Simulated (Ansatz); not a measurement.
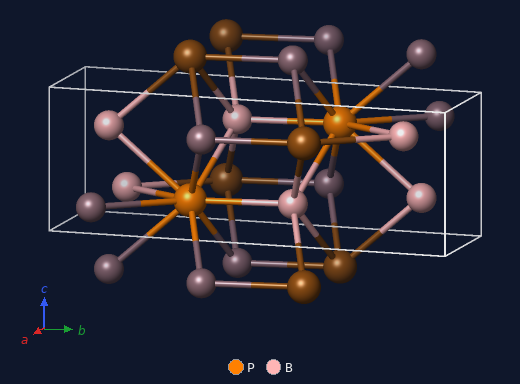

Crystal structure, ball-and-stick style, seen slightly off an axis. Atoms at the boundary of the simulation cell (the box) are drawn once for each face, edge or corner they touch. Atoms of adjacent cells appear where they bond to atoms in the box, in fainter colours.

```
CELL_PARAMETERS angstrom
2.83558 0.00000 0.00000
1.41779 -8.36044 0.00000
0.00000 0.00000 -2.84129
ATOMIC_POSITIONS crystal
P 0.17038 0.65924 0.75000
P 0.82962 0.34076 0.25000
B 0.29432 0.41136 0.75000
B 0.70568 0.58864 0.25000
B 0.42792 0.14416 0.25000
B 0.57208 0.85584 0.75000
B 0.07205 0.85590 0.25000
B 0.92795 0.14410 0.75000
```

The numbers come from DFT, PAW plane waves, r2SCAN (Ansatz), using plane-wave cutoff 500 eV, k-point mesh 7×7×7, Fermi-Dirac smearing of 0.1 eV, no spin polarisation.

What does a Bader analysis give?

Answer. B +0.02 to +0.16 e; P -0.22 e. Little charge moves, as in a metallic or covalent solid.

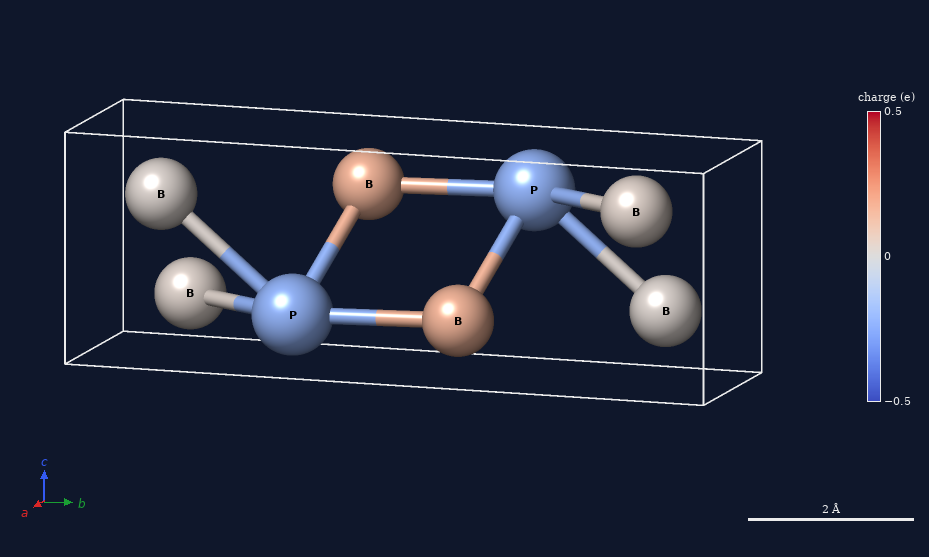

The atoms coloured by those charges.

The model is a generated cell, made by putting these elements into a known structure type (the compound may or may not exist in this form); its atoms and cell weren't optimised. A calculation with Ansatz used it as input.

At this level of theory the cell isn't at rest (compressed, at 5 GPa and forces up to 1.1 eV/Å), so its distances can differ from those at equilibrium, the more so the softer the solid.
